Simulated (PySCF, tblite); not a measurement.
# C8H5FN radical: geometry, infrared bands and EPR parameters

Wanted: the infrared bands and EPR parameters of C8H5FN radical (`C#Cc1ccc([NH])c(F)c1`), by calculation.

The runs use tblite 0.8.0 and PySCF 2.14.0, with density-fitted response routines of our own; the level of theory stands in each step. All values are computed, except where a source is named. Atoms are numbered from 0 throughout.

**1. The starting structure**

15 atoms, charge 0, multiplicity 2; geometry from: force field or distance geometry start.

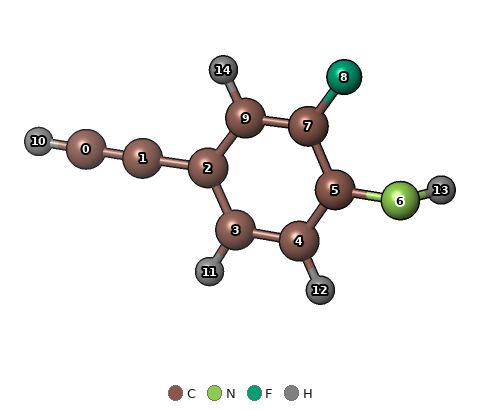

As it starts; carbon brown, nitrogen green, fluorine teal, hydrogen grey, atoms numbered.

**2. Optimising the geometry with GFN2-xTB**

The job: settings as JSON, then the geometry in Å.

```
{"job": {"kind": "relax", "xc": "GFN2-xTB", "basis": "xTB"}, "charge": 0, "multiplicity": 2}
C      3.653900     0.365000    -0.346400
C      2.425700     0.250000    -0.261600
C      1.012800     0.118800    -0.131200
C      0.399800    -1.056600    -0.538100
C     -0.972600    -1.221100    -0.423800
C     -1.752400    -0.178900     0.064000
N     -3.167800    -0.322700     0.169800
C     -1.158200     1.031700     0.475500
F     -1.930300     2.029200     0.955700
C      0.205000     1.129500     0.357000
H      4.693200     0.462200    -0.413000
H      0.964800    -1.901600    -0.920500
H     -1.439200    -2.159200    -0.736300
H     -3.627200    -0.592400     1.070100
H      0.688200     2.054000     0.657000
```

Command:

```bash
OMP_NUM_THREADS=1 python probes_run.py task.json out
```

This one command runs all jobs of the session in turn.

Standard output:

```text
step      E/eV     max force
  0    -738.78756    4.011
  1    -738.82110    8.955
  2    -739.09163    1.852
  3    -739.15291    1.089
  4    -739.18480    0.690
  5    -739.24017    1.197
  6    -739.30094    1.844
  7    -739.35287    1.212
  8    -739.50177    1.369
  9    -739.57679    2.067
 10    -739.55410    2.769
 11    -739.71371    0.658
 12    -739.75601    0.537
 13    -739.80125    1.127
 14    -739.82593    0.841
 15    -739.85683    0.365
 16    -739.86887    0.397
 17    -739.88423    0.428
 18    -739.89364    0.315
 19    -739.89959    0.201
 20    -739.90386    0.234
 21    -739.90879    0.328
 22    -739.91427    0.280
 23    -739.91844    0.146
 24    -739.92007    0.128
 25    -739.92151    0.118
 26    -739.92308    0.104
 27    -739.92410    0.066
 28    -739.92466    0.067
 29    -739.92514    0.063
 30    -739.92590    0.082
 31    -739.92698    0.087
 32    -739.92819    0.081
 33    -739.92915    0.077
 34    -739.92982    0.081
 35    -739.93038    0.061
 36    -739.93086    0.047
 37    -739.93124    0.047
 38    -739.93153    0.047
 39    -739.93180    0.045
 40    -739.93203    0.038
 41    -739.93221    0.033
 42    -739.93237    0.038
 43    -739.93258    0.051
 44    -739.93290    0.062
 45    -739.93330    0.059
 46    -739.93367    0.056
 47    -739.93395    0.052
 48    -739.93417    0.038
 49    -739.93442    0.046
 50    -739.93468    0.042
 51    -739.93492    0.039
 52    -739.93514    0.041
 53    -739.93533    0.039
 54    -739.93552    0.037
 55    -739.93567    0.035
 56    -739.93581    0.030
 57    -739.93593    0.031
 58    -739.93603    0.027
 59    -739.93611    0.022
 60    -739.93617    0.026
 61    -739.93625    0.029
 62    -739.93634    0.024
 63    -739.93641    0.020
 64    -739.93645    0.018
 65    -739.93649    0.016
 66    -739.93652    0.014
 67    -739.93655    0.015
 68    -739.93657    0.014
 69    -739.93659    0.014
 70    -739.93661    0.012
 71    -739.93663    0.011
 72    -739.93664    0.008
```

It took 0.49 s on 1 thread of Arm Neoverse V1, shared host.

Along the way: (not every step is listed)

```
step  energy from step 0 (eV)  largest force (eV/Å)
   0                   0.0000                4.0107
   1                  -0.0335                8.9545
   2                  -0.3041                1.8524
   3                  -0.3654                1.0893
   4                  -0.3972                0.6905
   5                  -0.4526                1.1971
   6                  -0.5134                1.8440
   7                  -0.5653                1.2122
   8                  -0.7142                1.3687
  13                  -1.0137                1.1270
  18                  -1.1061                0.3148
  23                  -1.1309                0.1462
  28                  -1.1371                0.0672
  33                  -1.1416                0.0773
  38                  -1.1440                0.0469
  43                  -1.1450                0.0507
  48                  -1.1466                0.0377
  53                  -1.1478                0.0394
  58                  -1.1485                0.0268
  63                  -1.1489                0.0201
  67                  -1.1490                0.0149
  68                  -1.1490                0.0145
  69                  -1.1490                0.0136
  70                  -1.1490                0.0117
  71                  -1.1491                0.0114
  72                  -1.1491                0.0078
```

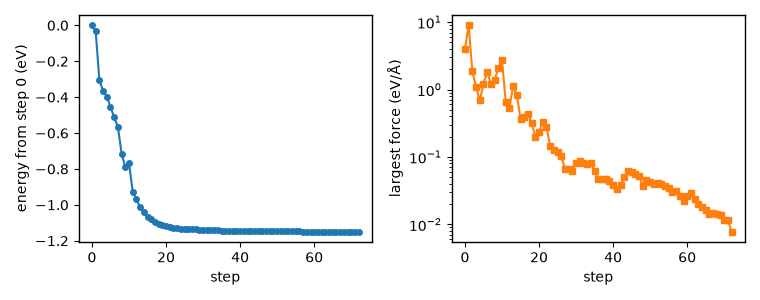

Energy and force, step by step.

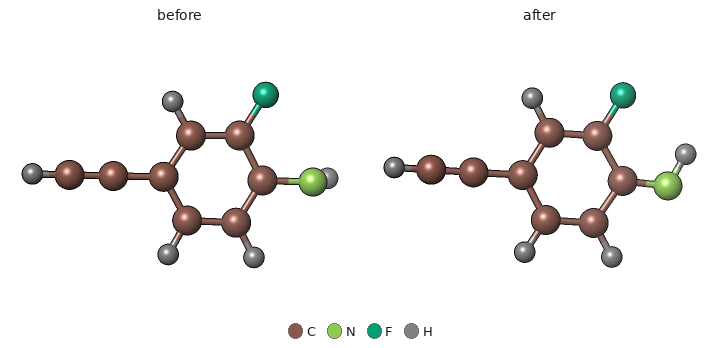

Before and after, at one scale.

Distances of close pairs at the start and the end, largest changes first:

```
  bond  before (Å)  after (Å)  change (Å)
 C5–N6       1.427      1.296      -0.131
 C4–C5       1.390      1.436      +0.046
 C5–C7       1.410      1.445      +0.035
 C0–C1       1.236      1.204      -0.032
N6–H13       1.046      1.018      -0.028
 C3–C4       1.387      1.362      -0.025
 C2–C3       1.387      1.411      +0.025
 C2–C9       1.383      1.407      +0.024
```

The final coordinates are the input of the step that follows.

**3. Vibrational analysis with GFN2-xTB**

The job: settings as JSON, then the geometry in Å.

```
{"job": {"kind": "ir", "xc": "GFN2-xTB", "basis": "xTB"}, "charge": 0, "multiplicity": 2}
C      3.570178     0.445694    -0.391393
C      2.384276     0.272793    -0.274996
C      1.001555     0.079893    -0.133634
C      0.399652    -1.127591    -0.547506
C     -0.941188    -1.323147    -0.412132
C     -1.798887    -0.321046     0.154800
N     -3.067273    -0.563186     0.264318
C     -1.133838     0.895885     0.560257
F     -1.898289     1.868656     1.096323
C      0.207397     1.096670     0.426536
H      4.604290     0.592702    -0.490927
H      1.027070    -1.895863    -0.975100
H     -1.416029    -2.239557    -0.723757
H     -3.598523     0.200812     0.677672
H      0.655195     2.025274     0.747625
```

Standard output:

```text
mode    cm-1     km/mol
  1      83.0      0.48
  2     120.4      0.11
  3     156.6      0.01
  4     255.6      3.84
  5     285.4      5.42
  6     360.7      2.19
  7     378.1      0.45
  8     383.0      7.71
  9     410.9      0.07
 10     475.2      0.96
 11     538.3     35.14
 12     547.2     18.45
 13     628.7      2.33
 14     666.4      5.28
 15     679.3     26.20
 16     681.1     14.18
 17     711.8     63.74
 18     799.7      7.13
 19     829.3     11.85
 20     870.8     16.04
 21     915.8      0.25
 22     941.6     15.61
 23    1070.0     79.17
 24    1132.6     45.44
 25    1149.9     18.52
 26    1235.2     66.12
 27    1244.8     22.54
 28    1324.2     47.29
 29    1383.6      1.43
 30    1429.8     66.16
 31    1465.6     15.29
 32    1500.1     50.45
 33    1571.1     79.65
 34    2216.7     31.44
 35    3088.7     14.23
 36    3097.2      8.39
 37    3115.6      6.71
 38    3342.1      3.81
 39    3393.4     13.66
```

Run time: 0.51 s. Hardware: 1 thread of Arm Neoverse V1, shared host.

Which atoms move in the most intense modes:

```
cm⁻¹  km/mol                                 atoms
 712    63.7   H13 47 %, C7 19 %, C5 18 %, N6 11 %
1070    79.2  H13 27 %, H11 16 %, C4 15 %, C5 15 %
1133    45.4            H14 40 %, C7 17 %, C2 11 %
1235    66.1           C7 29 %, H14 23 %, H13 21 %
1324    47.3            C2 26 %, C5 25 %, H13 14 %
1430    66.2    C5 20 %, C3 19 %, C2 18 %, C9 14 %
1500    50.5             C5 47 %, C4 21 %, N6 17 %
1571    79.7    C9 24 %, C3 24 %, C7 19 %, C4 17 %
```

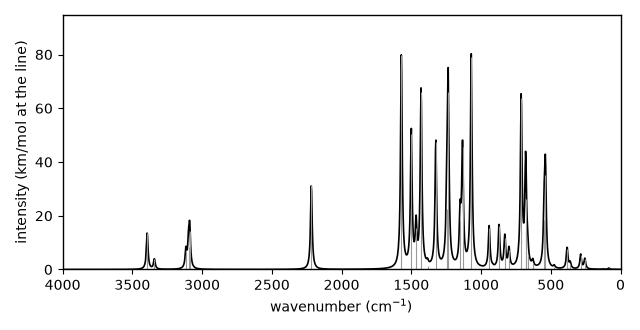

The infrared spectrum from these modes, unscaled. Lines are broadened to a width of 14 cm⁻¹ (Lorentzian).

**4. g tensor and hyperfine couplings: B3LYP/pcH-1**

Same as in step 3 but for these lines:

```diff
@@ -1,2 +1,2 @@
-{"job": {"kind": "ir", "xc": "GFN2-xTB", "basis": "xTB"}, "charge": 0, "multiplicity": 2}
+{"job": {"kind": "epr", "basis": "pcH-1"}, "charge": 0, "multiplicity": 2}
 C      3.570178     0.445694    -0.391393
```

Method: UKS B3LYP, pcH-1 on C F H N, non-relativistic, mean-field spin-orbit, GIAO.

Standard output:

```text
UKS, coarse grid
  cycle   1  E = -462.26721721  |g| = 4.79e-01
  cycle   2  E = -462.11590123  |g| = 7.84e-01
  cycle   3  E = -462.35644449  |g| = 1.37e-01
  cycle   4  E = -462.36397653  |g| = 7.16e-02
  cycle   5  E = -462.36630525  |g| = 3.43e-02
  cycle   6  E = -462.36697656  |g| = 1.18e-02
  cycle   7  E = -462.36709711  |g| = 8.61e-03
  cycle   8  E = -462.36717493  |g| = 3.07e-03
  cycle   9  E = -462.36718474  |g| = 1.92e-03
  cycle  10  E = -462.36718782  |g| = 4.88e-04
UKS, final grid
  cycle   1  E = -462.36718138  |g| = 7.75e-04
  cycle   2  E = -462.36718061  |g| = 1.45e-03
  cycle   3  E = -462.36718176  |g| = 1.21e-04
  cycle   4  E = -462.36718178  |g| = 8.04e-05
  cycle   5  E = -462.36718179  |g| = 4.54e-05
  cycle   6  E = -462.36718179  |g| = 1.34e-05
E = -462.36718179 Eh   <S^2> = 0.7924 (exact 0.7500)
g shifts (ppm)      1          2          3
  rmc          -194       -194       -194
  gc            -11         40         42
  oz_so          -4       1469       3148
  total        -209       1315       2995
hyperfine (MHz)  atom isotope    a_iso     a_fc   dipolar eigenvalues
    0   13C      17.24      17.24    -17.60    -12.98     30.57
    1   13C     -29.16     -29.16    -10.07      0.12      9.94
    2   13C      32.61      32.61    -27.52    -26.08     53.60
    3   13C     -25.11     -25.11    -18.53      8.39     10.14
    4   13C      22.15      22.15    -20.10    -19.48     39.58
    5   13C     -38.62     -38.62    -21.28      7.37     13.91
    6   14N      17.36      17.36    -23.86    -23.35     47.21
    7   13C      28.99      28.99    -22.90    -22.26     45.16
    8   19F      37.59      37.59    -74.16    -58.40    132.56
    9   13C     -25.96     -25.96    -19.29      8.84     10.46
   10    1H     -16.46     -16.46     -7.74     -0.74      8.48
   11    1H       7.83       7.83     -2.47     -1.59      4.06
   12    1H     -17.52     -17.52     -7.16     -2.04      9.20
   13    1H     -33.91     -33.91    -26.99     -5.68     32.67
   14    1H       7.95       7.95     -2.55     -1.71      4.26
```

Wall time 1.9 min (1 thread of Arm Neoverse V1, shared host); peak memory 0.98 GiB.

Principal g values 2.00211, 2.00363, 2.00531; g(iso) = 2.00369, against 2.00232 for a free electron.

Hyperfine couplings, nucleus by nucleus at this fixed geometry (no averaging over rotations):

```
nuclei  isotope  a(iso) (MHz)  a(iso) (G, at g = 2.0023)  largest dipolar term (MHz)
    C5      13C         -38.6                      -13.8                       -21.3
    F8      19F          37.6                       13.4                       132.6
   H13       1H         -33.9                      -12.1                        32.7
    C2      13C          32.6                       11.6                        53.6
    C1      13C         -29.2                      -10.4                       -10.1
    C7      13C          29.0                       10.3                        45.2
    C9      13C         -26.0                       -9.3                       -19.3
    C3      13C         -25.1                       -9.0                       -18.5
    C4      13C          22.1                        7.9                        39.6
   H12       1H         -17.5                       -6.3                         9.2
    N6      14N          17.4                        6.2                        47.2
    C0      13C          17.2                        6.2                        30.6
   H10       1H         -16.5                       -5.9                         8.5
   H14       1H           7.9                        2.8                         4.3
```

Mulliken spin populations:

C0 0.22; C1 -0.11; C2 0.33; C3 -0.15; C4 0.27; C5 -0.16; N6 0.52; C7 0.26; F8 0.02; C9 -0.15; H10 -0.01; H11 0.01; H12 -0.01; H13 -0.02; H14 0.01

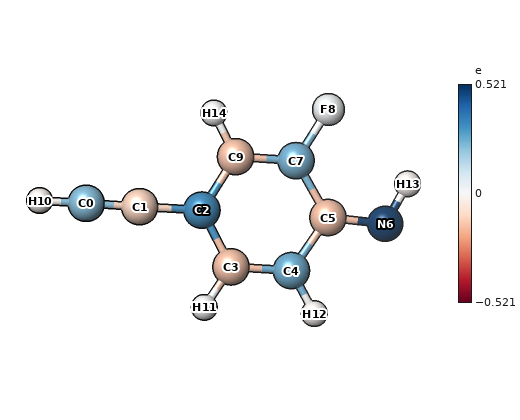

Mulliken spin populations, as colours on the atoms.

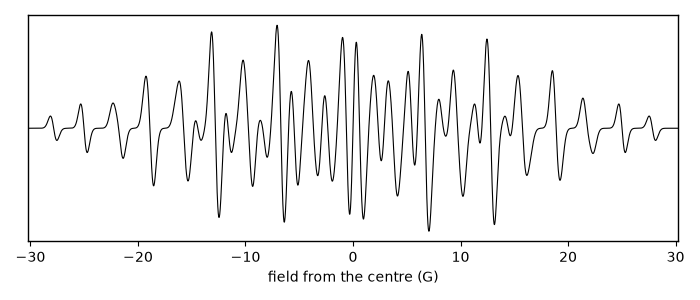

First-order isotropic spectrum (first derivative, main isotopes with spin only, couplings over 0.8 MHz, Gaussian width 0.3 G; couplings of the frozen geometry, rotation of groups not averaged beyond the rows shown).

Orbitals, density, ELF and potential are computed afterwards from the orbital file.

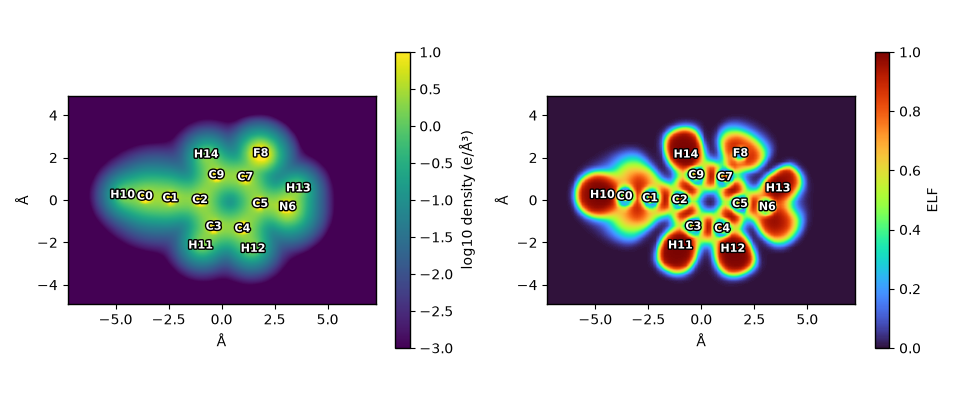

Density (left) and ELF (right) in a plane through or near 15 of the atoms.

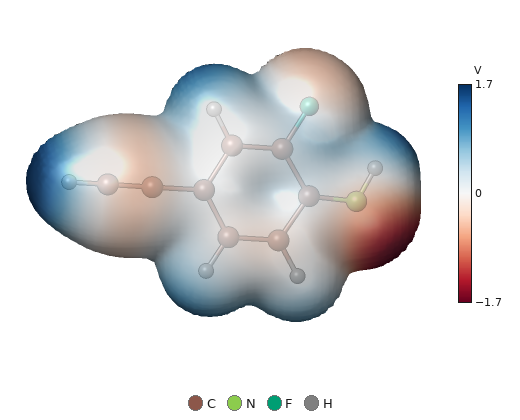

The potential that a unit positive charge feels on the 0.002 e/bohr³ surface, from -1.70 V near N6 to 1.66 V near H10.

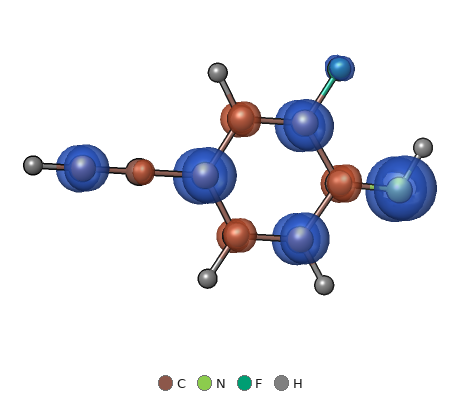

Spin density at ±0.05 e/Å³ (alpha excess blue, beta excess red).

**5. What came out**

```
                                 quantity                 value
strongest single infrared mode (GFN2-xTB)  1571 cm⁻¹, 80 km/mol
             zero-point energy (GFN2-xTB)         63.6 kcal/mol
                           g(iso) (B3LYP)               2.00369
                                     ⟨S²⟩    0.792 (exact 0.75)
                           largest a(iso)  13C on C5, -38.6 MHz
    surface potential, least and greatest    -1.70 V and 1.66 V
```

What this shows: The optimisation took 72 steps and gained 1.149 eV; among the close pairs (by a distance rule), C5–N6 changed most, from 1.427 to 1.296 Å. No mode is imaginary among the 39: a minimum at this level. The strongest single mode, at 1571 cm⁻¹, is spread over several atoms, C9, C3, C7, C4 among them. GFN2-xTB is a fitted tight-binding method: band positions and strengths are rough. Its intensities can rank the bands wrongly. N6 carries the largest spin population, 0.52 e. The isotropic g lies 1.4 ppt above the free-electron value.
